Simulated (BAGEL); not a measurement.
**Si2NH6F (SMILES F[SiH2]N[SiH3]), step by step**

Wanted: the energy (HF/def2-SV(P)), then a single-point energy (NEVPT2(2,2)/def2-SV(P)), then the energy (CASPT2(2,2)/def2-SV(P)) of Si2NH6F. 

The calculation is run with BAGEL 1.2.2.

1 further run of the same task is left out (set aside as unsound or not needed).

## 1. The system as given

The species is Si2NH6F (10 atoms), meant as a singlet with charge 0. As SMILES, `F[SiH2]N[SiH3]`. The F1–Si2 distance was set to 3.684 Å, away from the relaxed value. At this shape a bond of the SMILES string is far longer than usual.

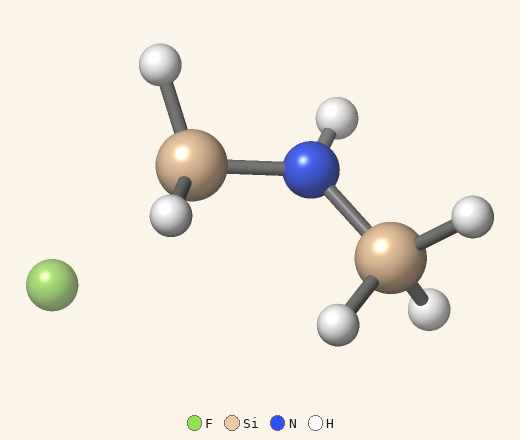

The structure, seen from a chosen angle (fluorine green, silicon light orange, nitrogen blue, hydrogen white).

## 2. The energy at HF/def2-SV(P) (density fitting with svp-jkfit) (run 1)

Input file hf.json:

```json
{ "bagel" : [

{
  "title" : "molecule",
  "basis" : "def2-sv_p_.json",
  "df_basis" : "svp-jkfit",
  "angstrom" : "true",
  "geometry" : [
    { "atom" : "F", "xyz" : [      -3.103942,       0.594552,      -3.116733 ] },
    { "atom" : "Si", "xyz" : [      -0.375000,       1.301800,      -0.745900 ] },
    { "atom" : "N", "xyz" : [       0.514800,      -0.094800,      -0.335900 ] },
    { "atom" : "Si", "xyz" : [       0.194800,      -1.236100,       0.928700 ] },
    { "atom" : "H", "xyz" : [       0.517200,       2.267200,      -1.426700 ] },
    { "atom" : "H", "xyz" : [      -1.010100,       1.839400,       0.475900 ] },
    { "atom" : "H", "xyz" : [       1.264300,      -0.336200,      -0.970000 ] },
    { "atom" : "H", "xyz" : [       1.391500,      -1.422100,       1.791600 ] },
    { "atom" : "H", "xyz" : [      -0.186300,      -2.569800,       0.392000 ] },
    { "atom" : "H", "xyz" : [      -0.924400,      -0.683300,       1.730300 ] }
  ]
},

{
  "title" : "hf"
},

{
  "title" : "print",
  "file" : "orbitals.molden",
  "orbitals" : "true"
}

]}
```

The basis set def2-SV(P) is read from a file made from the Basis Set Exchange's data (not shown).

On the command line:

```console
$ BAGEL_NUM_THREADS=1 BAGEL hf.json > hf.out
```

What it wrote:

```text
* using 1 threads per process

  ===============================================================
  ===============================================================

  *** Geometry ***

  { "atom" : "F", "xyz" : [     -5.865600,      1.123540,     -5.889772 ] },
  { "atom" : "Si", "xyz" : [     -0.708647,      2.460045,     -1.409547 ] },
  { "atom" : "N", "xyz" : [      0.972831,     -0.179146,     -0.634759 ] },
  { "atom" : "Si", "xyz" : [      0.368119,     -2.335890,      1.754989 ] },
  { "atom" : "H", "xyz" : [      0.977366,      4.284387,     -2.696072 ] },
  { "atom" : "H", "xyz" : [     -1.908812,      3.475962,      0.899321 ] },
  { "atom" : "H", "xyz" : [      2.389181,     -0.635326,     -1.833034 ] },
  { "atom" : "H", "xyz" : [      2.629554,     -2.687380,      3.385633 ] },
  { "atom" : "H", "xyz" : [     -0.352056,     -4.856218,      0.740773 ] },
  { "atom" : "H", "xyz" : [     -1.746863,     -1.291250,      3.269793 ] },

  Number of auxiliary basis functions:      518

  Since a DF basis is specified, we compute 2- and 3-index integrals:
    o Being stored without compression. Storage requirement is 0.024 GB

  Number of basis functions:       76
  Number of electrons      :       50

    * METHOD: MOLECULE                             0.26

  *** RHF ***

  === Nuclear Repulsion ===
   191.2019160713

      * DIIS with orbital gradients will be used.

  === RHF iteration (def2-sv_p_.json) ===
      0       -734.43482516          0.02148809           0.08
      1       -733.68087809          0.03111085           0.07
      2       -734.68228630          0.00978678           0.07
      3       -734.73692137          0.00396137           0.07
      4       -734.74977303          0.00118184           0.07
      5       -734.75177765          0.00036114           0.07
      6       -734.75231937          0.00026108           0.07
      7       -734.75259481          0.00013458           0.07
      8       -734.75272643          0.00007123           0.07
      9       -734.75275800          0.00004852           0.07
     10       -734.75276816          0.00002080           0.07
     11       -734.75277111          0.00000748           0.07
     12       -734.75277129          0.00000346           0.07
     13       -734.75277132          0.00000102           0.07
     14       -734.75277132          0.00000042           0.07
     15       -734.75277132          0.00000018           0.07
     16       -734.75277132          0.00000006           0.07
     17       -734.75277132          0.00000002           0.07
     18       -734.75277132          0.00000001           0.07
    * SCF iteration converged.

    * Permanent dipole moment:
           (   -4.051776,    -0.371587,    -3.191566) a.u.

    * METHOD: HF                                   1.57

    * METHOD: PRINT                                0.02

  ===============================================================
```

Wall time 2 s (1 thread of Arm Neoverse V1, shared host); peak memory 0.15 GiB.

## 3. A single-point energy at NEVPT2(2,2)/def2-SV(P) (density fitting with svp-jkfit) (run 2)

Input file calc.json:

```json
{ "bagel": [

{
  "title": "molecule",
  "basis": "def2-sv_p_.json",
  "df_basis": "svp-jkfit",
  "angstrom": "true",
  "geometry": [
    { "atom": "F", "xyz": [   -3.103942,    0.594552,   -3.116733 ] },
    { "atom": "Si", "xyz": [   -0.375000,    1.301800,   -0.745900 ] },
    { "atom": "N", "xyz": [    0.514800,   -0.094800,   -0.335900 ] },
    { "atom": "Si", "xyz": [    0.194800,   -1.236100,    0.928700 ] },
    { "atom": "H", "xyz": [    0.517200,    2.267200,   -1.426700 ] },
    { "atom": "H", "xyz": [   -1.010100,    1.839400,    0.475900 ] },
    { "atom": "H", "xyz": [    1.264300,   -0.336200,   -0.970000 ] },
    { "atom": "H", "xyz": [    1.391500,   -1.422100,    1.791600 ] },
    { "atom": "H", "xyz": [   -0.186300,   -2.569800,    0.392000 ] },
    { "atom": "H", "xyz": [   -0.924400,   -0.683300,    1.730300 ] }
  ]
},
{ "title": "hf", "charge": 0 },
{
  "title": "nevpt2",
  "nstate": 1,
  "nact": 2,
  "nclosed": 24,
  "charge": 0,
  "active": [25, 26],
  "maxiter": 200,
  "natocc": "true",
  "ncore": 12
},
{ "title": "print", "file": "orbitals.molden", "orbitals": "true" }

]}
```

The basis set def2-SV(P) is read from a file made from the Basis Set Exchange's data (not shown).

On the command line:

```console
$ BAGEL_NUM_THREADS=1 BAGEL calc.json > calc.out
```

What it wrote:

```text
* using 1 threads per process

  ===============================================================
  ===============================================================

  *** Geometry ***

  { "atom" : "F", "xyz" : [     -5.865600,      1.123540,     -5.889772 ] },
  { "atom" : "Si", "xyz" : [     -0.708647,      2.460045,     -1.409547 ] },
  { "atom" : "N", "xyz" : [      0.972831,     -0.179146,     -0.634759 ] },
[... 6 lines of this table left out ...]
  { "atom" : "H", "xyz" : [     -1.746863,     -1.291250,      3.269793 ] },

  Number of auxiliary basis functions:      518

  Since a DF basis is specified, we compute 2- and 3-index integrals:
    o Being stored without compression. Storage requirement is 0.024 GB

[... 18 lines left out ...]
    * SCF iteration converged.
[... 1 line left out ...]
    * Permanent dipole moment:
[... 28 lines left out ...]
    * Second-order optimization converged. *

     guess   0:   closed 1.                   open ..

  === FCI iteration ===

      0  0      -734.66078699     1.43e-01      0.00
      1  0      -734.80706062     4.89e-02      0.00
      2  0 *    -734.84735961     5.41e-16      0.00

     * ci vector, state   0, <S^2> = 0.0000
       2.    -0.7987749124
       .2     0.6016299854

  === DF-NEVPT2 calculation ===

    * 3-index integral transformation done
    * assembly done

      NEVPT2 correlation energy:   -0.4537164373      0.13

          (+0)     -0.3709656031
          (+0)'    -0.0129202999
          (+1)     -0.0187240874
          (+1)'    -0.0000000000
          (+2)     -0.0001118268
          (-1)     -0.0507342886
          (-1)'     0.0000000000
          (-2)     -0.0002603316

      NEVPT2 total energy:       -735.3010760438

    * METHOD: NEVPT2                               7.50

    * METHOD: PRINT                                0.02

  ===============================================================
```

It took 9.6 s on 1 thread of Arm Neoverse V1, shared host; peak memory 0.15 GiB.

## 4. The energy at CASPT2(2,2)/def2-SV(P) (density fitting with svp-jkfit) (run 3)

Input file job.json:

```json
{ "bagel" : [

{
  "title" : "molecule",
  "basis" : "def2-sv_p_.json",
  "df_basis" : "svp-jkfit",
  "angstrom" : true,
  "geometry" : [
    { "atom" : "F", "xyz" : [   -3.103942,    0.594552,   -3.116733 ] },
    { "atom" : "Si", "xyz" : [   -0.375000,    1.301800,   -0.745900 ] },
    { "atom" : "N", "xyz" : [    0.514800,   -0.094800,   -0.335900 ] },
    { "atom" : "Si", "xyz" : [    0.194800,   -1.236100,    0.928700 ] },
    { "atom" : "H", "xyz" : [    0.517200,    2.267200,   -1.426700 ] },
    { "atom" : "H", "xyz" : [   -1.010100,    1.839400,    0.475900 ] },
    { "atom" : "H", "xyz" : [    1.264300,   -0.336200,   -0.970000 ] },
    { "atom" : "H", "xyz" : [    1.391500,   -1.422100,    1.791600 ] },
    { "atom" : "H", "xyz" : [   -0.186300,   -2.569800,    0.392000 ] },
    { "atom" : "H", "xyz" : [   -0.924400,   -0.683300,    1.730300 ] }
  ]
},
{
  "title" : "hf"
},
{
  "title" : "casscf",
  "nstate" : 1,
  "nact" : 2,
  "nclosed" : 24,
  "active" : [25, 26],
  "maxiter" : 200,
  "natocc" : true
},
{
  "title" : "print",
  "file" : "orbitals.molden",
  "orbitals" : true
},
{
  "title" : "smith",
  "method" : "caspt2",
  "ms" : true,
  "xms" : true,
  "sssr" : true,
  "shift" : 0.2,
  "shift_imag" : true,
  "ncore" : 12
}

]}
```

The basis set def2-SV(P) is read from a file made from the Basis Set Exchange's data (not shown).

On the command line:

```console
$ BAGEL_NUM_THREADS=1 BAGEL job.json > job.out
```

What it wrote:

```text
* using 1 threads per process

  ===============================================================
  ===============================================================

  *** Geometry ***

  { "atom" : "F", "xyz" : [     -5.865600,      1.123540,     -5.889772 ] },
  { "atom" : "Si", "xyz" : [     -0.708647,      2.460045,     -1.409547 ] },
  { "atom" : "N", "xyz" : [      0.972831,     -0.179146,     -0.634759 ] },
[... 6 lines of this table left out ...]
  { "atom" : "H", "xyz" : [     -1.746863,     -1.291250,      3.269793 ] },

  Number of auxiliary basis functions:      518

  Since a DF basis is specified, we compute 2- and 3-index integrals:
    o Being stored without compression. Storage requirement is 0.024 GB

[... 18 lines left out ...]
    * SCF iteration converged.
[... 1 line left out ...]
    * Permanent dipole moment:
[... 27 lines left out ...]
    * Second-order optimization converged. *
[... 9 lines left out ...]
     * ci vector, state   0, <S^2> = 0.0000
[... 16 lines left out ...]
    * Zeroth order energy : state  0       -0.4812701838
[... 4 lines left out ...]
       #      aibj      arbs      arbi      airj      risj      airs      arst      rist         Etot      error   time
[... 2 lines left out ...]
       0  -0.36920  -0.00031  -0.05504  -0.02058  -0.00020  -0.01328  -0.00000   0.00000   -0.4586024  0.0006276   0.07
       1  -0.36921  -0.00031  -0.05510  -0.02059  -0.00021  -0.01333  -0.00000   0.00000   -0.4587476  0.0000512   0.06
       2  -0.36921  -0.00031  -0.05510  -0.02059  -0.00021  -0.01333  -0.00000  -0.00000   -0.4587490  0.0000064   0.06
       3  -0.36921  -0.00031  -0.05510  -0.02059  -0.00021  -0.01333   0.00000   0.00000   -0.4587490  0.0000009   0.06

      ------------------------------------------------------------------------------------------------------------------

    * CASPT2 energy : state  0     -735.3086049717
        w/o shift correction       -735.3061086417
        reference weight              0.8697827294

    * METHOD: SMITH                                0.45

  ===============================================================
```

Run time: 9.6 s. Hardware: 1 thread of Arm Neoverse V1, shared host; peak memory 0.15 GiB.

## 5. What came out

```
                                   quantity          value
         run 1, HF/def2-SV(P): total energy  -734.75277 Eh
        run 1, HF/def2-SV(P): dipole moment        13.14 D
          run 1, HF/def2-SV(P): HOMO energy       -8.15 eV
          run 1, HF/def2-SV(P): LUMO energy       -1.61 eV
        run 1, HF/def2-SV(P): HOMO–LUMO gap        6.54 eV
run 2, NEVPT2(2,2)/def2-SV(P): total energy  -735.30108 Eh
run 3, CASPT2(2,2)/def2-SV(P): total energy  -735.30860 Eh
```

One bond (run 1, HF/def2-SV(P)) is far stretched, which a spin-restricted single reference describes badly; a broken-symmetry solution may lie lower.
